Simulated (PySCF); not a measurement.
# CH4OSi (SMILES CO[SiH]): levels of theory compared

Aim: a comparison of 5 runs (HF/STO-3G, HF/def2-SVP, BLYP/6-31G*, M06-2X/cc-pVTZ, r2SCAN/cc-pVTZ) of CH4OSi. Input form: a Python script.

Program for the calculation: PySCF 2.14.0.

## 1. Starting point

The species is CH4OSi (7 atoms), meant as a singlet with charge 0. As SMILES, `CO[SiH]`. The shape is that of a PBE0-D4/def2-TZVP optimisation. This is one conformer, not always the lowest.

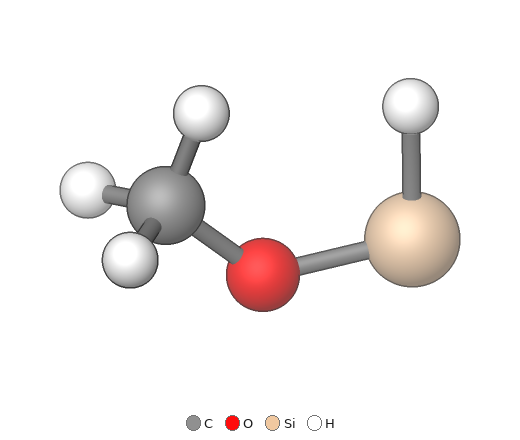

Viewed from a chosen angle; carbon grey, oxygen red, silicon light orange, hydrogen white.

## 2. Energy and gradient at HF/STO-3G (run 1)

Contents of run.py:

```python
import pyscf.grad
from pyscf import gto, scf

mol = gto.M(
    atom=[
    ('C', (-0.512400, 0.485500, -0.338500)),
    ('O', (-0.443200, -0.446500, 0.717600)),
    ('Si', (0.796900, -1.387300, 1.229900)),
    ('H', (-1.296400, 0.180800, -1.035500)),
    ('H', (0.443800, 0.547500, -0.868700)),
    ('H', (-0.769300, 1.467500, 0.065400)),
    ('H', (1.841700, -0.915600, 0.184100)),
],
    verbose=4,
    max_memory=1860,
    basis='sto-3g',
    charge=0,
)

mf = scf.RHF(mol)
mf.conv_tol = 1e-10
mf.kernel()
if not mf.converged:
    mf = mf.newton().run(mf.mo_coeff, mf.mo_occ)

e_final = mf.e_tot
print('Final energy', e_final)
grad = mf.Gradients().kernel()
mf.analyze()
```

On the command line:

```sh
$ OMP_NUM_THREADS=1 python run.py
```

The program printed:

```text
PySCF version 2.14.0

[... 59 lines left out ...]
converged SCF energy = -399.133024340311
[... 16 lines left out ...]
Nuclear Repulsion Energy =             101.069904526141542
[... 2 lines left out ...]
Two-electron Coulomb Energy =          291.492220722724767
[... 4 lines left out ...]
MO #2   energy= -20.1860577943484  occ= 2
[... 2 lines left out ...]
MO #5   energy= -3.92645236255552  occ= 2
[... 2 lines left out ...]
MO #8   energy= -1.25372475017318  occ= 2
[... 2 lines left out ...]
MO #11  energy= -0.567083345999999 occ= 2
[... 2 lines left out ...]
MO #14  energy= -0.339973554656418 occ= 2
[... 2 lines left out ...]
MO #17  energy= 0.250156477717527  occ= 0
MO #18  energy= 0.462948466385732  occ= 0
MO #19  energy= 0.5851970445521    occ= 0
MO #20  energy= 0.692066998113854  occ= 0
MO #21  energy= 0.705437091201118  occ= 0
MO #22  energy= 0.720278118285765  occ= 0
MO #23  energy= 0.779529563909678  occ= 0
 ** Mulliken pop on meta-lowdin orthogonal AOs  **
 ** Mulliken pop  **
pop of  0 C 1s            1.99981
pop of  0 C 2s            1.03123
pop of  0 C 2px           1.05140
pop of  0 C 2py           0.97573
pop of  0 C 2pz           0.94820
pop of  1 O 1s            1.99990
pop of  1 O 2s            1.66634
pop of  1 O 2px           1.70830
pop of  1 O 2py           1.46886
pop of  1 O 2pz           1.47508
pop of  2 Si 1s           2.00000
pop of  2 Si 2s           1.99994
pop of  2 Si 3s           1.70925
pop of  2 Si 2px          1.99915
pop of  2 Si 2py          1.99937
pop of  2 Si 2pz          1.99928
pop of  2 Si 3px          0.52191
pop of  2 Si 3py          0.55929
pop of  2 Si 3pz          0.73955
pop of  3 H 1s            0.97064
pop of  4 H 1s            0.97465
pop of  5 H 1s            0.97069
pop of  6 H 1s            1.23142
 ** Mulliken atomic charges  **
charge of    0C =     -0.00637
charge of    1O =     -0.31849
charge of    2Si =      0.47226
charge of    3H =      0.02936
charge of    4H =      0.02535
charge of    5H =      0.02931
charge of    6H =     -0.23142
Dipole moment(X, Y, Z, Debye):  0.36579,  0.25325, -0.46905
```

It took 1.3 s on 1 thread of Intel Xeon at 2.70GHz, shared host; peak memory 0.12 GiB.

## 3. Energy and forces at HF/def2-SVP (run 2)

Contents of job.py:

```python
# CO[SiH]
import pyscf.grad
from pyscf import gto, scf

mol = gto.M(
    atom='''
C     -0.512400     0.485500    -0.338500
O     -0.443200    -0.446500     0.717600
Si     0.796900    -1.387300     1.229900
H     -1.296400     0.180800    -1.035500
H      0.443800     0.547500    -0.868700
H     -0.769300     1.467500     0.065400
H      1.841700    -0.915600     0.184100
''',
    verbose=4,
    spin=0,
    max_memory=1860,
    basis='def2-svp',
    charge=0,
)

mf = scf.RHF(mol)
mf.conv_tol = 1e-10
mf.kernel()
if not mf.converged:
    mf = mf.newton().run(mf.mo_coeff, mf.mo_occ)

etot = mf.e_tot
print('E = %.10f Eh' % etot)
grad = mf.Gradients().kernel()
dip = mf.dip_moment()
pop, q = mf.mulliken_pop()
```

On the command line:

```sh
$ OMP_NUM_THREADS=1 python job.py
```

The program printed:

```text
PySCF version 2.14.0

[... 61 lines left out ...]
converged SCF energy = -403.783975980495
[... 14 lines left out ...]
Dipole moment(X, Y, Z, Debye):  0.13099,  1.15470, -1.41106
[... 35 lines left out ...]
pop of  2 Si 2pz          1.97955
pop of  2 Si 3px          0.28663
pop of  2 Si 3py          0.25824
pop of  2 Si 3pz          0.33267
pop of  2 Si 4px          0.12581
pop of  2 Si 4py          0.24211
pop of  2 Si 4pz          0.36090
pop of  2 Si 3dxy         0.05254
pop of  2 Si 3dyz         0.01810
pop of  2 Si 3dz^2        0.01860
pop of  2 Si 3dxz         0.06715
pop of  2 Si 3dx2-y2      0.03850
pop of  3 H 1s            0.76747
pop of  3 H 2s            0.17547
pop of  3 H 2px           0.01183
pop of  3 H 2py           0.00400
pop of  3 H 2pz           0.00880
pop of  4 H 1s            0.76442
pop of  4 H 2s            0.18253
pop of  4 H 2px           0.01566
pop of  4 H 2py           0.00318
pop of  4 H 2pz           0.00656
pop of  5 H 1s            0.76745
pop of  5 H 2s            0.17552
pop of  5 H 2px           0.00517
pop of  5 H 2py           0.01496
pop of  5 H 2pz           0.00451
pop of  6 H 1s            0.74441
pop of  6 H 2s            0.48216
pop of  6 H 2px           0.00396
pop of  6 H 2py           0.00110
pop of  6 H 2pz           0.00416
 ** Mulliken atomic charges  **
charge of    0C =      0.26950
charge of    1O =     -0.69543
charge of    2Si =      0.56925
charge of    3H =      0.03243
charge of    4H =      0.02765
charge of    5H =      0.03240
charge of    6H =     -0.23579
```

It took 2.9 s on 1 thread of Intel Xeon at 2.70GHz, shared host; peak memory 0.14 GiB.

Runs 3 to 4 aren't shown in full; the table further down has their settings and results.

## 4. Energy and forces at r2SCAN/cc-pVTZ (run 5)

Contents of calc.py:

```python
from pyscf import gto, dft

mol = gto.Mole()
mol.atom = '''
C     -0.968296     0.917462    -0.639672
O     -0.837527    -0.843763     1.356067
Si     1.505923    -2.621617     2.324174
H     -2.449841     0.341662    -1.956811
H      0.838660     1.034625    -1.641605
H     -1.453766     2.773173     0.123588
H      3.480309    -1.730233     0.347899
'''
mol.verbose = 4
mol.unit = 'bohr'
mol.max_memory = 1860
mol.basis = 'cc-pvtz'
mol.build()

myscf = dft.RKS(mol)
myscf.xc = 'r2scan'
myscf.conv_tol = 1e-10
myscf.grids.level = 5
myscf.kernel()
if not myscf.converged:
    myscf = myscf.newton().run(myscf.mo_coeff, myscf.mo_occ)

energy = myscf.e_tot
print(f'total energy: {energy:.8f} hartree')
grad = myscf.nuc_grad_method().kernel()
myscf.analyze()
```

On the command line:

```sh
$ OMP_NUM_THREADS=1 python calc.py
```

The program printed:

```text
PySCF version 2.14.0

[... 98 lines left out ...]
Nuclear Repulsion Energy =             101.069904759456151
[... 15 lines left out ...]
MO #10  energy= -0.501602363642954 occ= 2
[... 13 lines left out ...]
MO #24  energy= 0.188854003042785  occ= 0
[... 13 lines left out ...]
MO #38  energy= 0.484266958858687  occ= 0
[... 13 lines left out ...]
MO #52  energy= 0.972170371348458  occ= 0
[... 13 lines left out ...]
MO #66  energy= 1.36623989183846   occ= 0
[... 13 lines left out ...]
MO #80  energy= 2.25419977251284   occ= 0
[... 13 lines left out ...]
MO #94  energy= 3.0742379025333    occ= 0
[... 13 lines left out ...]
MO #108 energy= 3.66730276232937   occ= 0
[... 13 lines left out ...]
MO #122 energy= 4.37082597326986   occ= 0
[... 13 lines left out ...]
MO #136 energy= 5.43627650073986   occ= 0
[... 13 lines left out ...]
MO #150 energy= 13.1967253154818   occ= 0
[... 121 lines left out ...]
pop of  4 H 3dz^2         0.00004
pop of  4 H 3dxz          0.00008
pop of  4 H 3dx2-y2       0.00009
pop of  5 H 1s            0.86535
pop of  5 H 2s            0.00578
pop of  5 H 3s            0.00257
pop of  5 H 2px           0.00015
pop of  5 H 2py           0.00052
pop of  5 H 2pz           0.00043
pop of  5 H 3px           0.00014
pop of  5 H 3py           0.00025
pop of  5 H 3pz           0.00016
pop of  5 H 3dxy          0.00004
pop of  5 H 3dyz          0.00007
pop of  5 H 3dz^2         0.00003
pop of  5 H 3dxz          0.00003
pop of  5 H 3dx2-y2       0.00007
pop of  6 H 1s            1.14094
pop of  6 H 2s            0.00223
pop of  6 H 3s            0.00140
pop of  6 H 2px           0.00173
pop of  6 H 2py           0.00053
pop of  6 H 2pz           0.00167
pop of  6 H 3px           0.00008
pop of  6 H 3py           0.00002
pop of  6 H 3pz           0.00004
pop of  6 H 3dxy          0.00009
pop of  6 H 3dyz          0.00010
pop of  6 H 3dz^2         0.00005
pop of  6 H 3dxz          0.00029
pop of  6 H 3dx2-y2       0.00006
 ** Mulliken atomic charges  **
charge of    0C =     -0.12367
charge of    1O =     -0.52694
charge of    2Si =      0.43933
charge of    3H =      0.12445
charge of    4H =      0.11166
charge of    5H =      0.12441
charge of    6H =     -0.14923
Dipole moment(X, Y, Z, Debye): -0.21085,  1.20398, -1.30656
```

Wall time 81 s (1 thread of Intel Xeon at 2.70GHz, shared host); peak memory 1.8 GiB.

## 5. Overview of the runs

```
run                              level  integration grid  energy (Eh)  dipole moment (D)  HOMO energy (eV)  LUMO energy (eV)  wall time
  1                          HF/STO-3G                 –  -399.133024               0.65             -6.29              6.81      1.3 s
  2                        HF/def2-SVP                 –  -403.783976               1.83             -8.93              1.47      2.9 s
  3  BLYP/6-31G* (spherical functions)                 5  -405.137216               1.94             -5.15             -2.44       15 s
  4                     M06-2X/cc-pVTZ                 5  -405.189179               1.53             -7.52             -1.03       81 s
  5                     r2SCAN/cc-pVTZ                 5  -405.162011               1.79             -5.63             -2.65       81 s
```

## 6. Summary of results

| quantity | value |
| --- | --- |
| run 5: total energy | -405.16201 Eh |
| run 5: dipole moment | 1.79 D |
| run 5: HOMO energy | -5.63 eV |
| run 5: LUMO energy | -2.65 eV |
| run 5: HOMO–LUMO gap | 2.99 eV |
| run 5: largest force on an atom | 0.384 eV/Å |

What this shows: The dipole moment (its size) runs from 0.65 D (HF/STO-3G) to 1.94 D (BLYP/6-31G*). The two ends differ in method and basis. The HOMO–LUMO gap runs from 2.71 eV (BLYP/6-31G*) to 13.09 eV (HF/STO-3G). Totals of different functionals can't be ranked against each other. In run 1 the basis is minimal, so the values are rough. All runs together took 3 min, the longest 81 s.
